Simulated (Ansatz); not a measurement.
## Dielectric response of BaTiO3 (001), BaO faces films

Wanted: ε of perovskite BaTiO3 (001), BaO faces by finite fields on slabs, and the band edges against the vacuum where run.

Calculated with Ansatz 0.2.0; plane-wave DFT, PBE, Ansatz PAW, in the first sound run; inputs show where later runs differ.

### 1. The starting structure

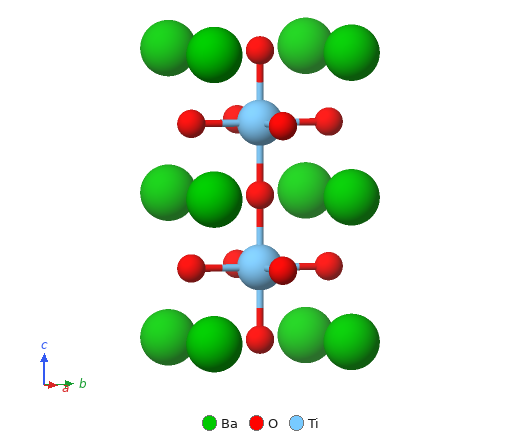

Start, viewed from the side, with the c axis up; barium green, oxygen red, titanium blue. Some periodic images of atoms are drawn too.

The cell holds 12 atoms: 3 Ba, 7 O and 2 Ti. Cell: a = 4.000 Å, b = 4.000 Å, c = 26.000 Å, α = 90.0°, β = 90.0°, γ = 90.0°. It derives from BaTiO3 (perovskite BaTiO3). Vacuum lies along c.

Structure file:

```cif
data_structure
_symmetry_space_group_name_H-M 'P 1'
_symmetry_Int_Tables_number 1
_cell_length_a 4.0000
_cell_length_b 4.0000
_cell_length_c 26.0000
_cell_angle_alpha 90.000
_cell_angle_beta 90.000
_cell_angle_gamma 90.000
_cell_volume 416.00
loop_
_atom_site_label
_atom_site_type_symbol
_atom_site_fract_x
_atom_site_fract_y
_atom_site_fract_z
_atom_site_occupancy
Ba1 Ba 0.00000 0.00000 0.34615 1
O2 O 0.50000 0.50000 0.34615 1
Ti3 Ti 0.50000 0.50000 0.42308 1
O4 O 0.00000 0.50000 0.42308 1
O5 O 0.50000 0.00000 0.42308 1
Ba6 Ba 0.00000 0.00000 0.50000 1
O7 O 0.50000 0.50000 0.50000 1
Ti8 Ti 0.50000 0.50000 0.57692 1
O9 O 0.00000 0.50000 0.57692 1
O10 O 0.50000 0.00000 0.57692 1
Ba11 Ba 0.00000 0.00000 0.65385 1
O12 O 0.50000 0.50000 0.65385 1
```

### 2. Relaxation, 12 atoms, units 2

The structure is relaxed first, because levels and dipoles at a surface follow the positions of the outer atoms.

Contents of input.yaml:

```yaml
crystal:
  lattice:
    - [4.0, 0.0, 0.0]
    - [0.0, 4.0, 0.0]
    - [0.0, 0.0, 26.0]
  atoms:
    - { symbol: Ba, position: [0.0, 0.0, 0.3461538462] }
    - { symbol: O, position: [0.5, 0.5, 0.3461538462] }
    - { symbol: Ti, position: [0.5, 0.5, 0.4230769231] }
    - { symbol: O, position: [0.0, 0.5, 0.4230769231] }
    - { symbol: O, position: [0.5, 0.0, 0.4230769231] }
    - { symbol: Ba, position: [0.0, 0.0, 0.5] }
    - { symbol: O, position: [0.5, 0.5, 0.5] }
    - { symbol: Ti, position: [0.5, 0.5, 0.5769230769] }
    - { symbol: O, position: [0.0, 0.5, 0.5769230769] }
    - { symbol: O, position: [0.5, 0.0, 0.5769230769] }
    - { symbol: Ba, position: [0.0, 0.0, 0.6538461538] }
    - { symbol: O, position: [0.5, 0.5, 0.6538461538] }
kpoints:
  mp_grid: { grid: [8, 8, 1] }
hamiltonian:
  xc: pbe
scf:
  occupations: { method: fixed }
  convergence: { dr2_threshold: 1.0e-09 }
efield:
  axis: 3
  dipole_correction: true
  ramp_position: 0.97
  ramp_width: 0.06
relax:
  f_tol: 0.003
  max_steps: 100
output:
  write_potential: true
  write_density: true
  volumetric_format: npy
```

On the command line:

```bash
$ ansatz run input.yaml --threads 16 --pin off --max-ram 32768MiB --backend cpu --events-out ev --progress --plain --runs-dir out
```

Numbers of over 12 decimals in the logs are rounded to 6 here.

Log:

```text
Engine: ansatz 0.2.0, aarch64-unknown-linux-gnu
Pseudopotentials: kind: paw
Pseudopotential: Ba, paw, valence charge 10, recommended cutoff 420 eV (normal), Ba.paw.azcp
Pseudopotential: O, paw, valence charge 6, recommended cutoff 420 eV (normal), O.paw.azcp
Pseudopotential: Ti, paw, valence charge 12, recommended cutoff 420 eV (normal), Ti.paw.azcp
Functional definition: PBE
  parameter kappa = 0.804
  parameter beta = 0.066725
  exchange = pbe_x(kappa = kappa, mu = beta*pi^2/3)
  correlation = pbe_c(beta = beta)
Crystal: 12 atoms, lattice volume = 416.000 Å³
Basis set: ecut = 420 eV, 8151 PW (Γ), exchange–correlation on 54×54×360 points (8 copies of the dense FFT grid, shifted against one another)
Bands: 60, of which v1, the nominal top of the filled ones, is band 48 counted from 1 (47 counted from 0)
Symmetry: 8 space group operations
k-points: 15 of 64
Non-local potential: Ba, projectors of the file, l = 0: 3, l = 1: 2, l = 2: 2, l = 3: 2
Non-local potential: O, projectors of the file, l = 0: 2, l = 1: 2, l = 2: 1
Non-local potential: Ti, projectors of the file, l = 0: 3, l = 1: 2, l = 2: 3, l = 3: 1
PAW form: soft (Blöchl's): semilocal exchange-correlation on the pseudo side does not see the compensation charge
PAW one-centre angular grid: Ba, 194 points (default); XC on 64 Gauss nodes
PAW one-centre angular grid: O, 110 points (default); XC on 64 Gauss nodes
PAW one-centre angular grid: Ti, 590 points (default); XC on 64 Gauss nodes
Initial density: superposition of atomic densities (neutral atoms: chi_scale 0, normalization atom), corrected by the library's trained network
Initial wavefunctions: pseudopotential atomic-orbital guess
Functional: x = pbe(κ = 0.804, μ = 0.219515), c = pbe(β = 0.066725)
SCF iter   1: F=—  HF=-26838.365401 eV  |F-HF|=—  |Δ(HF+E_count)|=         —  Δρ=1.26e-3  dr2=1.83e-2  ethr=1.77e-3  p=-0.000 e·Å  D=-8.69e-15 V/Å  ΔV_dip=0.00 eV  dr2_dipole=5.89e-9  V_vac-E_F(+/−)=3.25/3.25 eV  ⟨swp⟩=5.5  Hψ=3369  notcnv=0  defer=116
efield: sawtooth ramp at fractional position 0.9700 (set: `efield.ramp_position`, or a place that a band, a saddle search or an elastic batch's reference lends), width 0.0600; the density the first Hamiltonian is built on has a dipole p = -0.000 e·Å; the dipole correction subtracts the counter field D = -8.69e-15 V/Å, which shifts the + side's vacuum level by +0.00 eV against the − side's; the planar-averaged density in the ramp window peaks in size at 9.8e-6 e/Å³
preconditioner: auto → Resta (q_TF=auto, 2.137 Å⁻¹)  ε∞=3.2  [insulator: Δε(μ)=1.991 eV  Ē_g=10.501 eV  n_scr=60 (ndim 8)  ℏωp=15.7 eV  f_vac=0.566  ε∞_Penn≈3.2  vacuum switching on, ρ_ref=8.0e-3 e/Å³]
SCF iter   2: F=—  HF=-26838.366450 eV  |F-HF|=—  |Δ(HF+E_count)|=   1.05e-3  Δρ=1.40e-3  dr2=6.91e-3  ethr=1.90e-5  p=-0.000 e·Å  D=-1.27e-5 V/Å  ΔV_dip=0.00 eV  dr2_dipole=7.41e-9  V_vac-E_F(+/−)=3.21/3.21 eV  ⟨swp⟩=3.0  Hψ=1627  notcnv=0  defer=147
density mixer auto → msr1: gapped (density of states about μ 0.08 of a free-electron gas's, 60 screened modes)
SCF iter   3: F=—  HF=-26838.366096 eV  |F-HF|=—  |Δ(HF+E_count)|=   3.54e-4  Δρ=3.70e-4  dr2=1.14e-3  ethr=7.20e-6  p=-0.000 e·Å  D=-4.22e-6 V/Å  ΔV_dip=0.00 eV  dr2_dipole=1.66e-10  V_vac-E_F(+/−)=3.22/3.22 eV  ⟨swp⟩=2.3  Hψ=1344  notcnv=0  defer=150
SCF iter   4: F=—  HF=-26838.366852 eV  |F-HF|=—  |Δ(HF+E_count)|=   7.56e-4  Δρ=2.01e-4  dr2=1.94e-4  ethr=1.18e-6  p=0.000 e·Å  D=1.94e-6 V/Å  ΔV_dip=-0.00 eV  dr2_dipole=1.80e-10  V_vac-E_F(+/−)=3.20/3.20 eV  ⟨swp⟩=2.1  Hψ=1200  notcnv=0  defer=150
SCF iter   5: F=—  HF=-26838.366924 eV  |F-HF|=—  |Δ(HF+E_count)|=   7.23e-5  Δρ=9.48e-5  dr2=3.56e-5  ethr=2.02e-7  p=0.000 e·Å  D=1.30e-6 V/Å  ΔV_dip=-0.00 eV  dr2_dipole=9.38e-11  V_vac-E_F(+/−)=3.19/3.19 eV  ⟨swp⟩=2.0  Hψ=1492  notcnv=0  defer=145
SCF iter   6: F=—  HF=-26838.366941 eV  |F-HF|=—  |Δ(HF+E_count)|=   1.68e-5  Δρ=7.51e-5  dr2=2.43e-5  ethr=3.71e-8  p=-0.000 e·Å  D=-1.90e-6 V/Å  ΔV_dip=0.00 eV  dr2_dipole=1.75e-10  V_vac-E_F(+/−)=3.18/3.18 eV  ⟨swp⟩=2.0  Hψ=1392  notcnv=0  defer=120
SCF iter   7: F=—  HF=-26838.366938 eV  |F-HF|=—  |Δ(HF+E_count)|=   2.47e-6  Δρ=2.43e-5  dr2=2.69e-6  ethr=2.53e-8  p=-0.000 e·Å  D=-5.45e-7 V/Å  ΔV_dip=0.00 eV  dr2_dipole=1.16e-11  V_vac-E_F(+/−)=3.18/3.18 eV  ⟨swp⟩=2.0  Hψ=1154  notcnv=0  defer=105
SCF iter   8: F=—  HF=-26838.367157 eV  |F-HF|=—  |Δ(HF+E_count)|=   2.19e-4  Δρ=1.66e-5  dr2=1.08e-6  ethr=2.80e-9  p=-0.000 e·Å  D=-2.24e-7 V/Å  ΔV_dip=0.00 eV  dr2_dipole=6.69e-12  V_vac-E_F(+/−)=3.18/3.18 eV  ⟨swp⟩=2.0  Hψ=1454  notcnv=0  defer=96
SCF iter   9: F=—  HF=-26838.367157 eV  |F-HF|=—  |Δ(HF+E_count)|=   9.04e-8  Δρ=2.83e-6  dr2=2.58e-8  ethr=1.13e-9  p=0.000 e·Å  D=7.39e-8 V/Å  ΔV_dip=-0.00 eV  dr2_dipole=5.28e-13  V_vac-E_F(+/−)=3.18/3.18 eV  ⟨swp⟩=2.0  Hψ=1370  notcnv=0  defer=97
SCF iter  10: F=—  HF=-26838.367157 eV  |F-HF|=—  |Δ(HF+E_count)|=   1.18e-7  Δρ=6.40e-7  dr2=1.44e-9  ethr=2.69e-11  p=-0.000 e·Å  D=-5.24e-8 V/Å  ΔV_dip=0.00 eV  dr2_dipole=6.37e-13  V_vac-E_F(+/−)=3.18/3.18 eV  ⟨swp⟩=2.3  Hψ=1529  notcnv=0  defer=98
SCF iter  11: F=-26838.367157 eV  HF=-26838.367157 eV  |F-HF|=6.11e-10  |Δ(HF+E_count)|=   4.01e-9  Δρ=4.39e-7  dr2=8.87e-10  ethr=1.04e-12  p=0.000 e·Å  D=1.69e-7 V/Å  ΔV_dip=-0.00 eV  dr2_dipole=5.94e-12  V_vac-E_F(+/−)=3.18/3.18 eV  ⟨swp⟩=8.1  Hψ=5435  notcnv=0
SCF 1 converged in 11 iterations: F = -26838.367157 eV  dr2 = 8.87e-10
  greatest PAW one-centre occupation: 0.999 electrons in one spin orbital (limit 2), on the Ti atom at site 2 (counted from 0), in its partial waves of l = 0
relax step   1: F+E_penalty+E_count = -26838.36715724 eV  Δ(F+E_penalty+E_count) = +0.000e0 eV  max|allowed force component| = 9.917e-1 eV/Å  Δτ_max = 0.0000 Å  (11 SCF iters, accepted)
Initial density: handed on by an earlier stage of this run
Initial wavefunctions: those handed on with the density
iter 1 solved again at ethr=2.80e-4 eV; its pass at ethr=3.10e-3 eV (dr2=2.69e-1 eV) is discarded
SCF iter   1: F=—  HF=-26838.280795 eV  |F-HF|=—  |Δ(HF+E_count)|=         —  Δρ=5.25e-3  dr2=2.70e-1  ethr=2.80e-4  p=0.000 e·Å  D=1.69e-7 V/Å  ΔV_dip=-0.00 eV  dr2_dipole=1.37e-11  V_vac-E_F(+/−)=3.34/3.34 eV  ⟨swp⟩=1.1  Hψ=3246  notcnv=0  defer=116
[...]
relax step   4: F+E_penalty+E_count = -26838.47988317 eV  Δ(F+E_penalty+E_count) = -1.608e-2 eV  max|allowed force component| = 2.127e-1 eV/Å  Δτ_max = 0.0695 Å  (11 SCF iters, accepted)
[...]
relax step   5: F+E_penalty+E_count = -26838.48108693 eV  Δ(F+E_penalty+E_count) = -1.204e-3 eV  max|allowed force component| = 1.079e-1 eV/Å  Δτ_max = 0.0248 Å  (10 SCF iters, accepted)
[...]
relax step   6: F+E_penalty+E_count = -26838.48432221 eV  Δ(F+E_penalty+E_count) = -3.235e-3 eV  max|allowed force component| = 6.879e-3 eV/Å  Δτ_max = 0.0141 Å  (10 SCF iters, accepted)
SCF iter   1: F=—  HF=-26838.484137 eV  |F-HF|=—  |Δ(HF+E_count)|=         —  Δρ=7.57e-5  dr2=7.24e-5  ethr=2.20e-7  p=0.000 e·Å  D=2.01e-7 V/Å  ΔV_dip=-0.00 eV  dr2_dipole=4.87e-12  V_vac-E_F(+/−)=3.26/3.26 eV  ⟨swp⟩=2.0  Hψ=1636  notcnv=0  defer=138
efield: sawtooth ramp at fractional position 0.9700 (set: `efield.ramp_position`, or a place that a band, a saddle search or an elastic batch's reference lends), width 0.0600; the density the first Hamiltonian is built on has a dipole p = 0.000 e·Å; the dipole correction subtracts the counter field D = 2.01e-7 V/Å, which shifts the + side's vacuum level by -0.00 eV against the − side's; the planar-averaged density in the ramp window peaks in size at 6.2e-7 e/Å³
preconditioner: auto → Resta (q_TF=auto, 2.137 Å⁻¹)  ε∞=3.2  [insulator: Δε(μ)=1.937 eV  Ē_g=10.624 eV  n_scr=60 (ndim 8)  ℏωp=15.7 eV  f_vac=0.569  ε∞_Penn≈3.2  vacuum switching on, ρ_ref=8.2e-3 e/Å³]
SCF iter   2: F=—  HF=-26838.484127 eV  |F-HF|=—  |Δ(HF+E_count)|=   9.69e-6  Δρ=5.27e-5  dr2=1.38e-5  ethr=7.54e-8  p=-0.000 e·Å  D=-1.41e-7 V/Å  ΔV_dip=0.00 eV  dr2_dipole=9.53e-14  V_vac-E_F(+/−)=3.25/3.25 eV  ⟨swp⟩=2.0  Hψ=1289  notcnv=0  defer=67  κ⁻¹=1.0e0(r=1)
density mixer auto → broyden: gapped, where msr1 would fit the directions that read negative (density of states about μ 0.08 of a free-electron gas's, 60 screened modes)
SCF iter   3: F=—  HF=-26838.484125 eV  |F-HF|=—  |Δ(HF+E_count)|=   2.77e-6  Δρ=3.20e-5  dr2=5.61e-6  ethr=1.43e-8  p=-0.000 e·Å  D=-1.07e-7 V/Å  ΔV_dip=0.00 eV  dr2_dipole=1.61e-15  V_vac-E_F(+/−)=3.25/3.25 eV  ⟨swp⟩=2.0  Hψ=1327  notcnv=0  defer=66  κ⁻¹=1.0e-1(r=2)
SCF iter   4: F=—  HF=-26838.484336 eV  |F-HF|=—  |Δ(HF+E_count)|=   2.11e-4  Δρ=8.87e-6  dr2=2.88e-7  ethr=5.84e-9  p=-0.000 e·Å  D=-1.07e-7 V/Å  ΔV_dip=0.00 eV  dr2_dipole=1.23e-14  V_vac-E_F(+/−)=3.25/3.25 eV  ⟨swp⟩=2.0  Hψ=1130  notcnv=0  defer=66  κ⁻¹=6.6e-3(r=3)
SCF iter   5: F=—  HF=-26838.484336 eV  |F-HF|=—  |Δ(HF+E_count)|=   2.21e-8  Δρ=4.12e-6  dr2=7.04e-8  ethr=3.00e-10  p=-0.000 e·Å  D=-1.26e-7 V/Å  ΔV_dip=0.00 eV  dr2_dipole=2.65e-14  V_vac-E_F(+/−)=3.25/3.25 eV  ⟨swp⟩=2.1  Hψ=1331  notcnv=0  defer=66  κ⁻¹=1.7e-3(r=4)
SCF iter   6: F=—  HF=-26838.484336 eV  |F-HF|=—  |Δ(HF+E_count)|=   3.81e-9  Δρ=1.82e-6  dr2=7.97e-9  ethr=7.33e-11  p=-0.000 e·Å  D=-1.10e-7 V/Å  ΔV_dip=0.00 eV  dr2_dipole=7.68e-15  V_vac-E_F(+/−)=3.25/3.25 eV  ⟨swp⟩=2.0  Hψ=1146  notcnv=0  defer=66  κ⁻¹=1.3e-4(r=5)
SCF iter   7: F=-26838.484336 eV  HF=-26838.484336 eV  |F-HF|=1.16e-10  |Δ(HF+E_count)|=   1.88e-9  Δρ=4.00e-7  dr2=4.02e-10  ethr=1.04e-12  p=-0.000 e·Å  D=-1.25e-7 V/Å  ΔV_dip=0.00 eV  dr2_dipole=4.98e-15  V_vac-E_F(+/−)=3.25/3.25 eV  ⟨swp⟩=6.3  Hψ=5966  notcnv=0
SCF 7 converged in 7 iterations: F = -26838.484336 eV  dr2 = 4.02e-10
relax step   7: F+E_penalty+E_count = -26838.48433606 eV  Δ(F+E_penalty+E_count) = -1.385e-5 eV  max|allowed force component| = 2.158e-3 eV/Å  Δτ_max = 0.0011 Å  (7 SCF iters, accepted)
NSCF: frozen V_eff on 15 k-points
the band table was solved once a step of the walk had ended and its energy, with any forces and stress, was formed, with the checks that follow a solve (5001 applications of the Hamiltonian). They found nothing against the state; the energy, forces and stress were not computed again (output.eigenvalues in the input reference)
WARN: The output density's exchange-correlation potential varies sharply where the density is thin. Do not read a vacuum level from v_tot or v_xc, or from such a field of the output density. On a cell that repeats whose density bears no net charge and no dipole along the vacuum's axis use v_es (v_loc + v_h of the components); under efield.dipole_correction with no amplitude use v_es + v_field, which holds any externa [...]
SCF converged after 7 iterations
Stability not checked: this state was not tested for a lower state beside it, because the mixer in use, unlike msr1, does not test its closes by its own steps (another_mixer; see scf.mixing.algorithm and scf.lower_state_search)
Free energy (F): -26838.484336 eV
Harris-Foulkes:  -26838.484336 eV  (|F-HF|=1.16e-10)
Internal energy: -26838.484336 eV  (E = F + TS)
E sigma→0 (E₀):  -26838.484336 eV
Fermi energy:    2.142753 eV
Dipole field:    D = -0.000000 V/Å  (p = -0.000000 e·Å, saw-weighted, corrected)
Work function:   Φ+ = 3.2543 eV   Φ− = 3.2542 eV
Levels:          The Fermi level and band energies are counted from a zero that moves with the ramp; work functions are not
--- Per-component energies (eV) ---
  E_band       = -1050.805728
  E_kinetic    = 2282.312585
  E_local      = -95738.808046  (includes V_loc(G=0)·N_el)
  E_nonlocal   = 511.709271
  E_hartree    = 46952.934261
  E_xc         = -1225.868740
  E_vxc        = -1323.379247  (∫ρ·V_xc dr)
  E_paw        = -18872.289359  (= ΣΔE_a)
  E_vpaw       = -688.526306  (= ΣTr[D̂ρ^β])
  E_aug_tail   = 0.017242  (compensation charges beyond the density's cutoff)
  E_efield     = 0.000000  (sawtooth field / dipole correction)
  E_vefield    = -0.000000  (∫n·V_field dr)
  E_ewald      = 39251.508451
  E_smearing   = -0.000000  (= −TS)
  E_closure    = -0.000000  (closes the sum)
  Σ components = -26838.484336   (vs F -26838.484336, Δ=0.00e0)
--- Forces (eV/Å), atoms counted from 1 ---
  atom   1  Ba    -0.00000000     0.00000000     0.00171593
  atom   2  O     -0.00000000     0.00000000    -0.00053646
  atom   3  Ti    -0.00000000     0.00000000     0.00215813
  atom   4  O      0.00000000     0.00000000    -0.00065162
  atom   5  O     -0.00000000     0.00000000    -0.00065162
  atom   6  Ba    -0.00000000     0.00000000     0.00000140
  atom   7  O     -0.00000000     0.00000000    -0.00000258
  atom   8  Ti    -0.00000000     0.00000000    -0.00215533
  atom   9  O      0.00000000     0.00000000     0.00065081
  atom  10  O     -0.00000000     0.00000000     0.00065081
  atom  11  Ba    -0.00000000     0.00000000    -0.00171395
  atom  12  O      0.00000000     0.00000000     0.00053443
  max |Σ_I F_I| component: 3.39e-8 eV/Å
--- Band table (eV; the first three rows and the last of 15) ---
  k-point 0: bands = [... 44 lower, 1.6417, 1.8326, 2.0989, 2.0989, 4.0797, 4.1281, 4.5697, 4.6565, ... 8 higher]
  k-point 1: bands = [... 44 lower, 1.5064, 1.7786, 2.0001, 2.0029, 4.3783, 4.4140, 4.7079, 4.7741, ... 8 higher]
  k-point 2: bands = [... 44 lower, 1.3360, 1.7951, 1.8977, 2.0385, 4.8538, 5.0010, 5.0281, 5.1041, ... 8 higher]
  k-point 14: bands = [... 44 lower, 1.9525, 1.9702, 2.1397, 2.1397, 6.0947, 6.0947, 6.2397, 6.3310, ... 8 higher]
--- Relaxed structure (7 steps of the walk, 6 accepted, 0 SCFs on fresh bases) ---
  F+E_penalty+E_count = -26838.48433606 eV   max|allowed force component| = 2.158e-3 eV/Å
  atoms:
    - { symbol: Ba, position: [0, 0.0, 0.348243] }
    - { symbol: O, position: [0.5, 0.5, 0.346400] }
    - { symbol: Ti, position: [0.5, 0.5, 0.420411] }
    - { symbol: O, position: [0, 0.5, 0.420982] }
    - { symbol: O, position: [0.5, 0.0, 0.420982] }
    - { symbol: Ba, position: [0, 0.0, 0.500000] }
    - { symbol: O, position: [0.5, 0.5, 0.500000] }
    - { symbol: Ti, position: [0.5, 0.5, 0.579589] }
    - { symbol: O, position: [0, 0.5, 0.579018] }
    - { symbol: O, position: [0.5, 0.0, 0.579018] }
    - { symbol: Ba, position: [0, 0.0, 0.651757] }
    - { symbol: O, position: [0.5, 0.5, 0.653600] }
```

It took 29 s on 16 threads of Arm Neoverse V1, shared host; peak memory 2 GiB.

The steps of the relaxation:

| step | energy less that of the first step (eV) | largest force component (eV/Å) |
| --- | --- | --- |
| 1 | 0.0000 | 0.9917 |
| 2 | 0.1269 | 1.3964 |
| 3 | -0.0966 | 0.4450 |
| 4 | -0.1127 | 0.2127 |
| 5 | -0.1139 | 0.1079 |
| 6 | -0.1172 | 0.0069 |
| 7 | -0.1172 | 0.0022 |

Relaxation step 2 was tried and not accepted.

The run keeps the 8 symmetry operations that it works with, so distortions that break them were not tested.

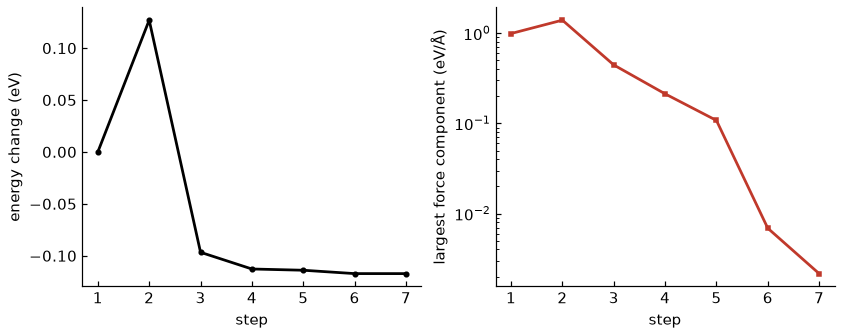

Energy and largest force along the relaxation.

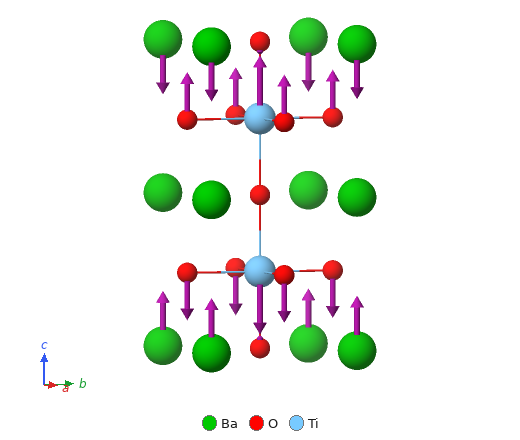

Displacements in the relaxation, exaggerated; the longest in the cell stands for 0.07 Å. Some periodic images of atoms are drawn too.

The atoms that moved most (Å):

| atom | dx | dy | dz | length |
| --- | --- | --- | --- | --- |
| Ti8 | 0.000 | 0.000 | 0.069 | 0.069 |
| Ti3 | 0.000 | 0.000 | -0.069 | 0.069 |
| O5 | 0.000 | 0.000 | -0.054 | 0.054 |
| O4 | 0.000 | 0.000 | -0.054 | 0.054 |
| O10 | 0.000 | 0.000 | 0.054 | 0.054 |
| O9 | 0.000 | 0.000 | 0.054 | 0.054 |
| Ba11 | 0.000 | 0.000 | -0.054 | 0.054 |
| Ba1 | 0.000 | 0.000 | 0.054 | 0.054 |

This step gave:

| Quantity | Value |
| --- | --- |
| gap on the k-mesh | 1.937 eV |
| dipole along the normal | -1.35e-7 e·Å |
| ionisation energy, upper face | 3.254 eV |
| electron affinity, upper face | 1.317 eV |

Running mean over 4 Å of the planar mean; the ramp of the sawtooth is left out. Table of electron's electrostatic potential energy less the highest filled level by z:

| z (Å) | electron's electrostatic potential energy less the highest filled level (eV) |
| --- | --- |
| 4 | 3.25 |
| 5 | 3.24 |
| 6 | 3.08 |
| 7 | 1.11 |
| 8 | -1.11 |
| 9 | -3.33 |
| 10 | -4.92 |
| 11 | -4.90 |
| 12 | -4.63 |
| 13 | -4.14 |
| 14 | -4.63 |
| 15 | -4.90 |
| 16 | -4.92 |
| 17 | -3.33 |
| 18 | -1.11 |
| 19 | 1.11 |
| 20 | 3.08 |
| 21 | 3.24 |
| 22 | 3.25 |

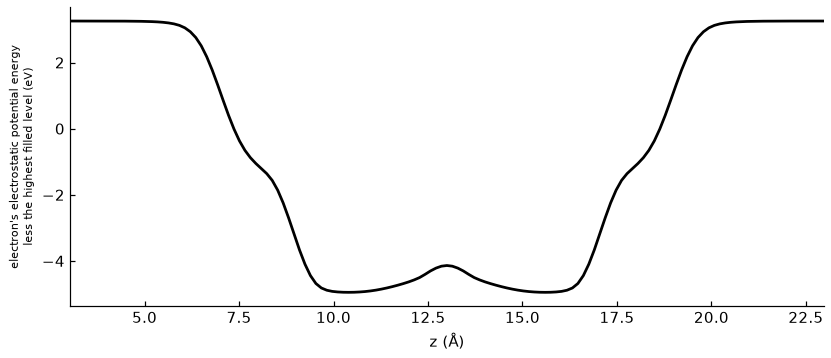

Electron's electrostatic potential energy less the highest filled level against z.

The relaxation took 7 steps and lowered the energy by 0.12 eV; the largest force on the free atoms ends at 0.0022 eV/Å.

The gap is 1.94 eV, with the valence edge 3.25 eV and the conduction edge 1.32 eV under the upper vacuum level.

(Part 1 of 7 ends here.)

[Logs are printed without paths, hosts, clocks, repeated set-up lines and the standing remarks that a program may print on its own settings, such as how far it seeks lower states.]

[Hosts, paths, dates, database ids (printed as entryN), source tags and the programs' standing remarks are cut or masked in the printed files.]

[Maps of the electrostatic potential energy from Ansatz leave out the sawtooth potential of an applied field or a dipole correction, so their vacuum need not be flat; planar profiles and work functions include it.]
